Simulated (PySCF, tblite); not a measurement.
**CH13NO3Si4: geometry, infrared bands and NMR shifts**

Wanted: the infrared bands and NMR shifts of CH13NO3Si4 (`CN[Si@@H](O[SiH3])[Si](O)(O)[SiH3]`), by calculation.

Computed with tblite 0.8.0 and PySCF 2.14.0, with density-fitted response routines of our own, on a single molecule in the gas phase. Atoms are numbered from 0 throughout.

### 1 Starting geometry

22 atoms, charge 0, multiplicity 1; geometry from: force field or distance geometry start.

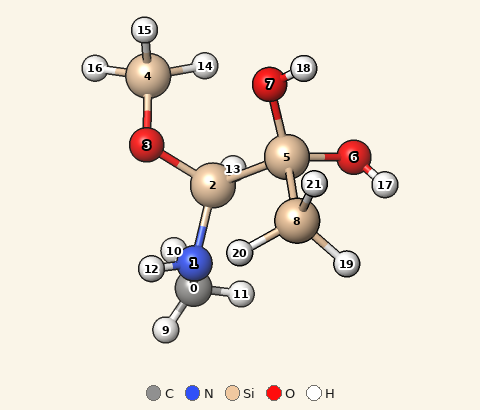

As it starts; carbon grey, nitrogen blue, silicon light orange, oxygen red, hydrogen white, atoms numbered.

### 2 Relaxing the molecule with GFN2-xTB

What the job is given:

```
{"job": {"kind": "relax", "xc": "GFN2-xTB", "basis": "xTB"}, "charge": 0, "multiplicity": 1}
C     -1.525100    -2.483400     0.891400
N     -0.604800    -1.426300     1.283800
Si    -0.674200    -0.178000     0.037800
O     -1.553600     1.157700     0.705100
Si    -2.324100     2.061400    -0.522600
Si     1.332200     0.459900    -0.683700
O      1.683000    -0.394900    -2.119300
O      1.241600     2.154900    -0.994900
Si     2.949800    -0.002600     0.789100
H     -1.847200    -3.093500     1.757900
H     -2.399400    -1.949500     0.422300
H     -1.026600    -3.055600     0.100100
H     -0.871400    -1.018000     2.226700
H     -1.434300    -0.629400    -1.158400
H     -2.062900     1.526600    -1.857700
H     -1.737200     3.413500    -0.448600
H     -3.755500     2.178700    -0.260000
H      2.504600    -0.941900    -2.066400
H      2.070400     2.447900    -1.422700
H      3.653000    -1.235600     0.442600
H      2.425900    -0.063400     2.170100
H      3.945500     1.090800     0.706700
```

Command:

```bash
OMP_NUM_THREADS=1 python probes_run.py task.json out
```

One launch serves the whole session: the jobs run in the order shown.

Output:

```text
step      E/eV     max force
  0    -842.52921    2.673
  1    -842.91688    1.791
  2    -843.10676    1.082
  3    -843.18401    0.974
  4    -843.31882    0.559
  5    -843.36174    0.501
  6    -843.45224    0.672
  7    -843.50668    0.710
  8    -843.55334    0.467
  9    -843.59039    0.486
 10    -843.62995    0.513
 11    -843.67196    0.487
 12    -843.71358    0.439
 13    -843.74809    0.382
 14    -843.77820    0.384
 15    -843.80992    0.401
 16    -843.83753    0.353
 17    -843.85620    0.310
 18    -843.87315    0.323
 19    -843.89176    0.327
 20    -843.91092    0.511
 21    -843.92662    0.509
 22    -843.94021    0.276
 23    -843.94926    0.256
 24    -843.95515    0.267
 25    -843.96641    0.191
 26    -843.97265    0.168
 27    -843.97920    0.186
 28    -843.98512    0.194
 29    -843.99136    0.189
 30    -843.99648    0.164
 31    -844.00069    0.180
 32    -844.00478    0.223
 33    -844.01129    0.236
 34    -844.01815    0.173
 35    -844.02508    0.191
 36    -844.03119    0.161
 37    -844.03556    0.118
 38    -844.03859    0.096
 39    -844.04082    0.111
 40    -844.04255    0.092
 41    -844.04417    0.117
 42    -844.04591    0.108
 43    -844.04803    0.114
 44    -844.05003    0.114
 45    -844.05225    0.110
 46    -844.05453    0.100
 47    -844.05640    0.102
 48    -844.05779    0.091
 49    -844.05916    0.090
 50    -844.06091    0.106
 51    -844.06297    0.124
 52    -844.06488    0.111
 53    -844.06633    0.085
 54    -844.06745    0.071
 55    -844.06854    0.086
 56    -844.06973    0.100
 57    -844.07054    0.102
 58    -844.07183    0.075
 59    -844.07292    0.067
 60    -844.07434    0.091
 61    -844.07561    0.085
 62    -844.07719    0.110
 63    -844.07856    0.127
 64    -844.08006    0.121
 65    -844.08165    0.102
 66    -844.08350    0.087
 67    -844.08540    0.087
 68    -844.08715    0.091
 69    -844.08860    0.140
 70    -844.08975    0.086
 71    -844.09096    0.096
 72    -844.09214    0.048
 73    -844.09305    0.055
 74    -844.09430    0.071
 75    -844.09554    0.091
 76    -844.09696    0.113
 77    -844.09868    0.105
 78    -844.10045    0.092
 79    -844.10179    0.096
 80    -844.10289    0.090
 81    -844.10397    0.095
 82    -844.10538    0.102
 83    -844.10715    0.105
 84    -844.10917    0.093
 85    -844.11014    0.075
 86    -844.11125    0.075
 87    -844.11232    0.074
 88    -844.11371    0.103
 89    -844.11517    0.116
 90    -844.11655    0.081
 91    -844.11824    0.077
 92    -844.11940    0.084
 93    -844.12118    0.080
 94    -844.12234    0.071
 95    -844.12330    0.085
 96    -844.12446    0.093
 97    -844.12656    0.118
 98    -844.12989    0.138
 99    -844.13280    0.111
100    -844.13462    0.092
101    -844.13563    0.103
102    -844.13682    0.088
103    -844.13841    0.096
104    -844.14087    0.079
105    -844.14242    0.090
106    -844.14374    0.096
107    -844.14561    0.108
108    -844.14771    0.139
109    -844.14943    0.124
110    -844.15048    0.074
111    -844.15090    0.077
112    -844.15153    0.066
113    -844.15222    0.062
114    -844.15471    0.133
115    -844.15720    0.163
116    -844.16069    0.151
117    -844.16316    0.090
118    -844.16464    0.067
119    -844.16516    0.062
120    -844.16583    0.068
121    -844.16730    0.100
122    -844.16832    0.138
123    -844.16938    0.090
124    -844.17017    0.129
125    -844.17086    0.052
126    -844.17158    0.055
127    -844.17240    0.057
128    -844.17303    0.058
129    -844.17360    0.071
130    -844.17421    0.065
131    -844.17504    0.063
132    -844.17605    0.065
133    -844.17743    0.077
134    -844.17875    0.070
135    -844.18016    0.084
136    -844.18124    0.069
137    -844.18232    0.061
138    -844.18330    0.070
139    -844.18443    0.067
140    -844.18543    0.097
141    -844.18637    0.089
142    -844.18705    0.063
143    -844.18742    0.033
144    -844.18762    0.036
145    -844.18777    0.052
146    -844.18796    0.040
147    -844.18836    0.041
148    -844.18875    0.049
149    -844.18928    0.043
150    -844.18965    0.034
151    -844.18988    0.035
152    -844.19003    0.038
153    -844.19018    0.027
154    -844.19048    0.023
155    -844.19067    0.021
156    -844.19087    0.020
157    -844.19099    0.022
158    -844.19108    0.022
159    -844.19116    0.021
160    -844.19125    0.021
161    -844.19133    0.022
162    -844.19139    0.021
163    -844.19144    0.016
164    -844.19149    0.018
165    -844.19155    0.017
166    -844.19161    0.025
167    -844.19170    0.028
168    -844.19181    0.031
169    -844.19196    0.036
170    -844.19214    0.034
171    -844.19233    0.037
172    -844.19252    0.034
173    -844.19267    0.026
174    -844.19279    0.021
175    -844.19288    0.023
176    -844.19297    0.028
177    -844.19308    0.025
178    -844.19321    0.022
179    -844.19332    0.022
180    -844.19341    0.018
181    -844.19350    0.018
182    -844.19358    0.020
183    -844.19366    0.017
184    -844.19374    0.017
185    -844.19380    0.020
186    -844.19388    0.019
187    -844.19399    0.025
188    -844.19412    0.025
189    -844.19431    0.032
190    -844.19456    0.046
191    -844.19493    0.052
192    -844.19550    0.062
193    -844.19629    0.073
194    -844.19712    0.075
195    -844.19792    0.060
196    -844.19721    0.183
197    -844.19879    0.065
198    -844.19911    0.050
199    -844.19969    0.046
200    -844.20020    0.077
201    -844.20063    0.047
202    -844.20105    0.068
203    -844.20164    0.058
204    -844.20211    0.049
205    -844.20268    0.055
206    -844.20327    0.048
207    -844.20387    0.051
208    -844.20440    0.040
209    -844.20396    0.176
210    -844.20509    0.039
211    -844.20539    0.034
212    -844.20620    0.085
213    -844.20673    0.052
214    -844.20718    0.046
215    -844.20737    0.149
216    -844.20843    0.043
217    -844.20878    0.034
218    -844.20897    0.089
219    -844.20933    0.023
220    -844.20944    0.026
221    -844.20974    0.037
222    -844.20991    0.033
223    -844.21019    0.038
224    -844.21065    0.046
225    -844.21091    0.045
226    -844.21133    0.044
227    -844.21191    0.089
228    -844.21241    0.082
229    -844.21296    0.054
230    -844.21345    0.035
231    -844.21375    0.045
232    -844.21415    0.060
233    -844.21454    0.048
234    -844.21481    0.072
235    -844.21508    0.053
236    -844.21534    0.047
237    -844.21579    0.042
238    -844.21609    0.046
239    -844.21645    0.034
240    -844.21677    0.040
241    -844.21708    0.040
242    -844.21731    0.043
243    -844.21753    0.037
244    -844.21776    0.039
245    -844.21805    0.043
246    -844.21821    0.034
247    -844.21846    0.028
248    -844.21863    0.025
249    -844.21878    0.020
250    -844.21891    0.019
251    -844.21901    0.022
252    -844.21908    0.021
253    -844.21914    0.014
254    -844.21918    0.012
255    -844.21922    0.015
256    -844.21926    0.017
257    -844.21930    0.018
258    -844.21934    0.016
259    -844.21941    0.015
260    -844.21948    0.016
261    -844.21954    0.017
262    -844.21958    0.018
263    -844.21962    0.018
264    -844.21966    0.024
265    -844.21970    0.016
266    -844.21975    0.016
267    -844.21980    0.012
268    -844.21984    0.011
269    -844.21987    0.013
270    -844.21990    0.009
```

Run time: 6.2 s. Hardware: 1 thread of Arm Neoverse N1, shared host; peak memory 0.19 GiB.

Along the way: (not every step is listed)

```
step  energy from step 0 (eV)  largest force (eV/Å)
   0                   0.0000                2.6730
   1                  -0.3877                1.7905
   2                  -0.5775                1.0820
   3                  -0.6548                0.9742
   4                  -0.7896                0.5586
   5                  -0.8325                0.5008
   6                  -0.9230                0.6719
   7                  -0.9775                0.7096
   8                  -1.0241                0.4673
  33                  -1.4821                0.2365
  58                  -1.5426                0.0748
  83                  -1.5779                0.1048
 108                  -1.6185                0.1395
 133                  -1.6482                0.0770
 158                  -1.6619                0.0221
 183                  -1.6644                0.0169
 208                  -1.6752                0.0398
 233                  -1.6853                0.0475
 258                  -1.6901                0.0156
 265                  -1.6905                0.0164
 266                  -1.6905                0.0164
 267                  -1.6906                0.0119
 268                  -1.6906                0.0115
 269                  -1.6907                0.0130
 270                  -1.6907                0.0086
```

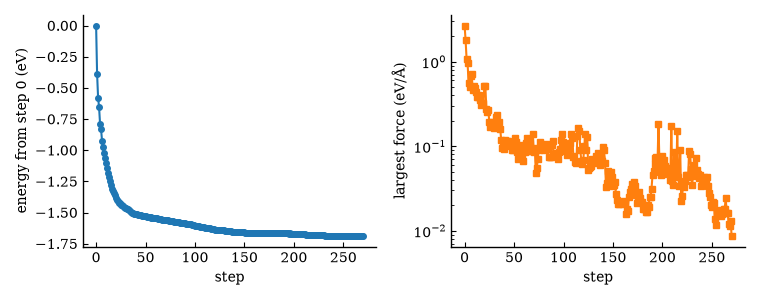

Energy and force, step by step.

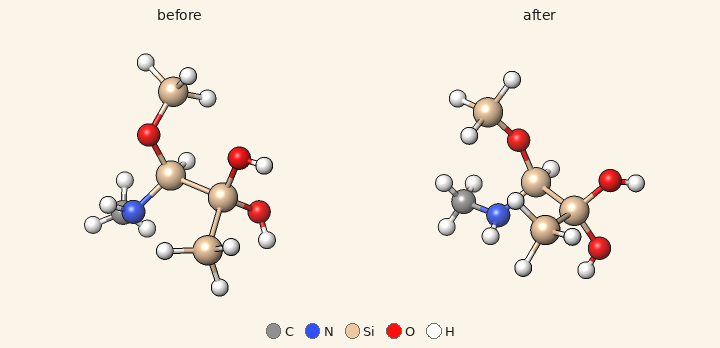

Before and after, at one scale.

Close pairs (by a distance rule), those that changed most:

```
   bond  before (Å)  after (Å)  change (Å)
 O3–Si4       1.708      1.611      -0.097
 Si2–O3       1.733      1.637      -0.096
 Si5–O7       1.726      1.633      -0.093
Si5–Si8       2.236      2.326      +0.090
Si2–Si5       2.226      2.289      +0.064
 Si5–O6       1.707      1.653      -0.055
 N1–H12       1.062      1.009      -0.052
 O6–H17       0.988      0.951      -0.037
```

The final coordinates are the input of the step that follows.

### 3 Infrared spectrum with GFN2-xTB

What the job is given:

```
{"job": {"kind": "ir", "xc": "GFN2-xTB", "basis": "xTB"}, "charge": 0, "multiplicity": 1}
C     -1.935105    -2.158581     0.710519
N     -0.648722    -1.744226     0.201364
Si    -0.542932    -0.450159    -0.941212
O     -1.472609     0.824810    -0.505114
Si    -2.187412     1.836548     0.525368
Si     1.631416     0.263792    -0.993731
O      2.549242    -0.903020    -1.720158
O      1.786188     1.503529    -2.044935
Si     2.656398     1.012570     0.954920
H     -1.855565    -3.125060     1.210135
H     -2.356878    -1.428800     1.412432
H     -2.623178    -2.252492    -0.126044
H      0.059485    -1.817443     0.916976
H     -1.295227    -0.945400    -2.107705
H     -2.232206     3.123296    -0.162931
H     -1.400266     1.897640     1.760694
H     -3.522747     1.302033     0.802854
H      2.609746    -1.781231    -1.360316
H      2.072679     1.337087    -2.938748
H      3.071937    -0.107288     1.824824
H      1.747160     1.817633     1.780830
H      3.878186     1.814149     0.799130
```

Output:

```text
mode    cm-1     km/mol
  1      10.5      3.43
  2      21.9      3.45
  3      31.6      0.13
  4      36.9     36.26
  5      40.3      3.66
  6      54.4      0.37
  7      67.1      9.34
  8      82.0      2.18
  9      97.1      0.28
 10     131.5      5.40
 11     159.2      5.66
 12     176.6     31.00
 13     187.0      3.38
 14     201.5      6.15
 15     244.3     21.14
 16     285.7      2.44
 17     308.2     43.26
 18     328.2    115.65
 19     387.0     20.00
 20     426.6     12.69
 21     442.5     18.91
 22     488.2     86.36
 23     534.5     59.39
 24     577.1     53.62
 25     606.0     44.90
 26     618.8     53.01
 27     667.9    329.00
 28     717.8    255.96
 29     747.5    171.65
 30     769.8    238.88
 31     787.6    369.08
 32     789.0    151.00
 33     794.6    229.20
 34     801.2     96.62
 35     808.6    211.20
 36     820.0     59.59
 37     834.1    566.89
 38     839.4    188.86
 39     885.9    199.95
 40    1061.2    122.96
 41    1078.7    490.05
 42    1109.5      3.62
 43    1144.9     87.80
 44    1361.5     55.18
 45    1420.6      3.18
 46    1490.5      4.74
 47    1501.6      2.02
 48    2136.1    304.83
 49    2141.9    386.85
 50    2203.8    574.73
 51    2209.5    142.45
 52    2220.0    305.36
 53    2238.9    290.20
 54    2280.6    223.02
 55    2893.4     66.35
 56    2979.1     59.33
 57    3031.3     26.35
 58    3431.2     11.36
 59    3668.0     25.43
 60    3715.4     15.37
```

Wall time 2.6 s (1 thread of Arm Neoverse N1, shared host); peak memory 0.19 GiB.

Which atoms move in the most intense modes:

```
cm⁻¹  km/mol                                   atoms
 668   329.0                      H13 69 %, Si2 17 %
 788   369.1  H17 19 %, H20 14 %, H21 14 %, H15 11 %
 834   566.9            H16 20 %, H15 20 %, H14 17 %
1079   490.1                                 O3 66 %
2136   304.8                                H19 90 %
2142   386.9                                H13 90 %
2204   574.7                      H21 63 %, H20 21 %
2220   305.4            H15 46 %, H20 34 %, H16 17 %
```

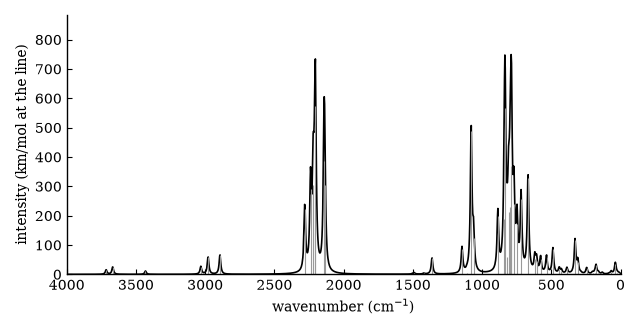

The infrared spectrum from these modes, unscaled. Lines are broadened to a width of 14 cm⁻¹ (Lorentzian).

### 4 Nuclear shieldings: PBE0/pcSseg-1

The job, as its differences from that of step 3:

```diff
@@ -1,2 +1,2 @@
-{"job": {"kind": "ir", "xc": "GFN2-xTB", "basis": "xTB"}, "charge": 0, "multiplicity": 1}
+{"job": {"kind": "nmr", "xc": "PBE0", "basis": "pcSseg-1"}, "charge": 0, "multiplicity": 1}
 C     -1.935105    -2.158581     0.710519
```

Method: GIAO PBE0/pcSseg-1 NMR shielding, non-relativistic, gas phase.

Output:

```text
coarse grid: 19968 points
cycle   1  E = -1483.2060313933  dE =  9.708e-01  |g| = 1.262e+00  |ddm| = 4.256e+00
cycle   2  E = -1482.7506903137  dE =  4.553e-01  |g| = 1.993e+00  |ddm| = 2.918e+00
cycle   3  E = -1483.4860857293  dE = -7.354e-01  |g| = 1.314e-01  |ddm| = 2.134e+00
cycle   4  E = -1483.4880465220  dE = -1.961e-03  |g| = 9.067e-02  |ddm| = 1.783e-01
cycle   5  E = -1483.4896183532  dE = -1.572e-03  |g| = 1.404e-02  |ddm| = 8.333e-02
cycle   6  E = -1483.4896557377  dE = -3.738e-05  |g| = 3.857e-03  |ddm| = 1.532e-02
cycle   7  E = -1483.4896587708  dE = -3.033e-06  |g| = 1.170e-03  |ddm| = 4.254e-03
final grid: 173368 points
cycle   8  E = -1483.5659128951  dE = -2.199e-05  |g| = 1.168e-02  |ddm| = 2.248e-02
cycle   9  E = -1483.5658791709  dE =  3.372e-05  |g| = 1.773e-02  |ddm| = 2.276e-02
cycle  10  E = -1483.5659382077  dE = -5.904e-05  |g| = 1.210e-03  |ddm| = 1.445e-02
cycle  11  E = -1483.5659384973  dE = -2.897e-07  |g| = 2.854e-04  |ddm| = 1.105e-03
cycle  12  E = -1483.5659385111  dE = -1.375e-08  |g| = 1.073e-04  |ddm| = 2.928e-04
cycle  13  E = -1483.5659385130  dE = -1.925e-09  |g| = 2.849e-05  |ddm| = 1.108e-04
cycle  14  E = -1483.5659385132  dE = -1.601e-10  |g| = 5.297e-06  |ddm| = 2.966e-05
converged SCF energy = -1483.5659385132

GIAO shielding tensors (ppm)
atom      isotropic    diamagn.    paramagn.     s11        s22        s33       span
  0 C      153.859     243.458     -89.599    130.887    146.013    184.677     53.790
  1 N      223.236     330.802    -107.566    197.091    225.089    247.527     50.436
  2 Si     385.772     883.932    -498.160    350.322    387.045    419.948     69.625
  3 O      299.051     404.164    -105.113    237.875    299.313    359.967    122.092
  4 Si     396.327     881.337    -485.010    352.632    369.230    467.120    114.488
  5 Si     336.392     879.069    -542.677    306.009    334.733    368.434     62.425
  6 O      285.021     390.280    -105.259    237.860    256.828    360.375    122.515
  7 O      298.863     386.270     -87.407    239.709    275.627    381.253    141.544
  8 Si     473.889     882.297    -408.408    455.454    473.972    492.242     36.787
  9 H       28.803      27.873       0.931     23.587     26.635     36.187     12.600
 10 H       28.697      30.554      -1.857     22.822     28.069     35.202     12.379
 11 H       29.033      28.973       0.060     25.803     26.493     34.803      9.000
 12 H       31.153      39.152      -7.998     22.998     30.983     39.478     16.480
 13 H       26.668      31.706      -5.038     23.148     25.139     31.718      8.570
 14 H       26.570      29.623      -3.052     22.940     24.792     31.978      9.038
 15 H       26.545      31.990      -5.445     23.068     25.799     30.768      7.700
 16 H       26.576      29.660      -3.084     22.900     25.147     31.680      8.780
 17 H       31.083      33.615      -2.532     22.938     26.646     43.666     20.728
 18 H       30.447      30.074       0.372     21.957     25.322     44.061     22.104
 19 H       28.544      31.123      -2.579     25.466     26.818     33.347      7.881
 20 H       28.371      31.672      -3.301     24.943     27.211     32.960      8.018
 21 H       28.179      29.301      -1.122     24.833     25.658     34.045      9.212
```

It took 2 min on 1 thread of Arm Neoverse N1, shared host; peak memory 1.2 GiB.

Shifts follow as δ = σ(reference) − σ, with reference shieldings (ppm) from runs at the same level and on the same kind of geometry: ¹H TMS 31.72, ¹³C TMS 186.9, ²⁹Si TMS 349.2, ¹⁵N NH3 267.7, ¹⁷O H2O 336.1. The references are single molecules in the gas phase, so shifts against H2O, NH3, PH3, H3PO4 or CFCl3 are not on the usual liquid scales and can be off by tens of ppm. Atoms listed in one row are averaged.

```
        atoms                               environment  σ (ppm)  δ (ppm)  δ scaled to CDCl3
           C0                 methyl carbon bonded to N    153.9     33.1               30.4
H14, H15, H16         hydrogen on a silicon bonded to O    26.56     5.15                  –
          H13  hydrogen on a silicon bonded to N, O, Si    26.67     5.05                  –
H19, H20, H21        hydrogen on a silicon bonded to Si    28.36     3.35                  –
 H9, H10, H11   hydrogen on a methyl carbon bonded to N    28.84     2.87               2.81
          H18        hydrogen on an oxygen bonded to Si    30.45     1.27                  –
          H17        hydrogen on an oxygen bonded to Si    31.08     0.63                  –
          H12    hydrogen on a nitrogen bonded to C, Si    31.15     0.56                  –
           N1               nitrogen bonded to C, Si, H    223.2     44.5                  –
          Si5               silicon bonded to 2 O, 2 Si    336.4     12.8                  –
          Si2             silicon bonded to N, O, Si, H    385.8    -36.6                  –
          Si4                  silicon bonded to O, 3 H    396.3    -47.2                  –
          Si8                 silicon bonded to Si, 3 H    473.9   -124.7                  –
           O6                    oxygen bonded to Si, H    285.0     51.1                  –
           O7                    oxygen bonded to Si, H    298.9     37.2                  –
           O3                     oxygen bonded to 2 Si    299.1     37.0                  –
```

The scaled column applies a straight-line fit of computed shieldings to shifts measured in CDCl3 (root-mean-square error 0.16 ppm for H, 1.9 ppm for C).

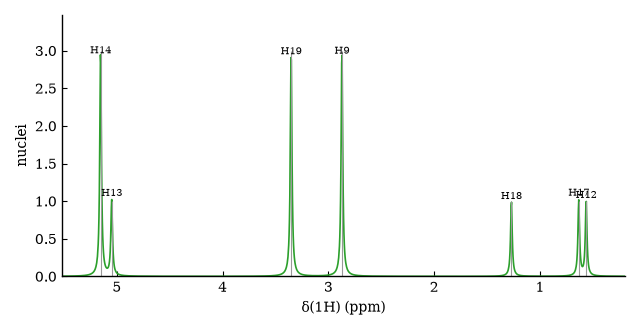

¹H lines at the computed shifts, without couplings. Lines are broadened to a width of 0.02 ppm (Lorentzian).

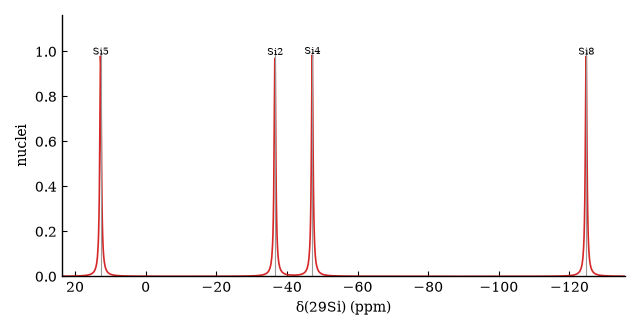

²⁹Si lines at the computed shifts, without couplings. Lines are broadened to a width of 0.55 ppm (Lorentzian).

Charges from the same density, by scheme (e):

```
atoms  Mulliken    IAO  Hirshfeld  ESP fit
   C0     -0.11  -0.30      -0.07    -0.12
   N1     -0.70  -0.68      -0.26    -0.63
  Si2      0.78   0.89       0.34     0.24
   O3     -0.73  -0.90      -0.31    -0.35
  Si4      0.72   0.88       0.38     0.61
  Si5      0.71   0.96       0.33     0.65
   O6     -0.57  -0.80      -0.32    -0.68
   O7     -0.56  -0.80      -0.31    -0.72
  Si8      0.12   0.22       0.20     0.20
```

Hirshfeld charges:

C0 -0.07; N1 -0.26; Si2 0.34; O3 -0.31; Si4 0.38; Si5 0.33; O6 -0.32; O7 -0.31; Si8 0.20; H9 0.04; H10 0.03; H11 0.05; H12 0.10; H13 -0.09; H14 -0.08; H15 -0.09; H16 -0.08; H17 0.17; H18 0.18; H19 -0.09; H20 -0.08; H21 -0.07

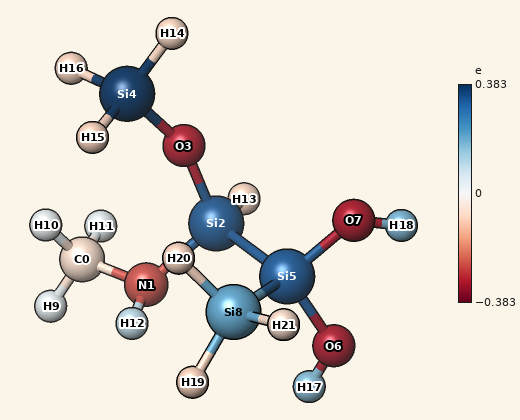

Hirshfeld charges, as colours on the atoms.

Mayer bond orders: C0–N1 0.97, N1–Si2 1.01, Si2–O3 0.87, O3–Si4 0.94, Si2–Si5 0.84, Si5–O6 0.94, Si5–O7 1.01, Si5–Si8 0.85.

### 5 Summary of results

| quantity | value |
| --- | --- |
| strongest single infrared mode (GFN2-xTB) | 2204 cm⁻¹, 575 km/mol |
| zero-point energy (GFN2-xTB) | 88.8 kcal/mol |
| ¹³C shifts against TMS (PBE0/pcSseg-1) | 33.1 ppm |
| ¹H shifts against TMS (PBE0/pcSseg-1, means over atoms taken as alike) | 5.15, 5.05, 3.35, 2.87, 1.27, 0.63, 0.56 ppm |
| ¹⁵N shifts against NH3 (PBE0/pcSseg-1) | 44.5 ppm |
| ²⁹Si shifts against TMS (PBE0/pcSseg-1) | 12.8, -36.6, -47.2, -124.7 ppm |
| ¹⁷O shifts against H2O (PBE0/pcSseg-1) | 51.1, 37.2, 37.0 ppm |

What this shows: Over 270 steps the energy fell by 1.691 eV; of the close pairs, O3–Si4 changed most, 1.708 to 1.611 Å. No mode is imaginary among the 60: a minimum at this level. The strongest single mode, at 2204 cm⁻¹, moves mainly H21. Unscaled tight-binding wavenumbers are off by several per cent, some by more. Its intensities can rank the bands wrongly. At PBE0/pcSseg-1: The widest tensor belongs to O7: span 142 ppm, with a paramagnetic part of -87 ppm.
